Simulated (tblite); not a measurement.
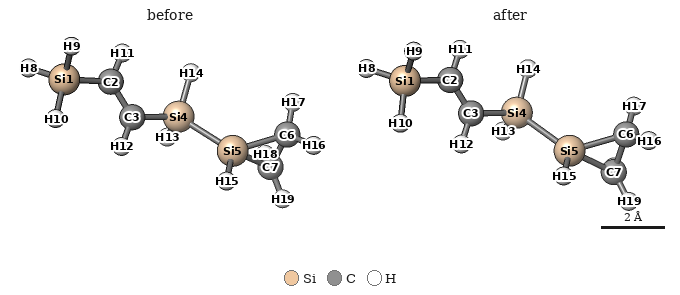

The structure of C$_{4}$H$_{12}$Si$_{3}$ before (left) and after (right) a relaxation, at one scale.

The picture is a ball-and-stick view, seen from a free direction.

Theory: GFN2-xTB geometry optimisation, gas phase (tblite). 

### What changed between the two?

The energy falls by 31.1 kJ/mol in 90 geometry steps. The atom that moves furthest after the best rigid fit is H18 (0.49 Å). Largest moves by element: H 0.49 Å, Si 0.33 Å, C 0.24 Å. Among the contacts that change: Si4–Si5 2.206 → 2.294 Å, Si1–C2 1.830 → 1.881 Å, C3–Si4 1.836 → 1.881 Å, Si5–C6 1.855 → 1.892 Å. Bond angles that change, for instance: Si4–Si5–C7 111.2° → 119.6°, C3–Si4–Si5 113.5° → 106.9°, C6–Si5–H15 117.5° → 111.3°. The run took 2.1 s on 1 thread of Intel(R) Xeon(R) Processor @ 2.70GHz, on a shared host.
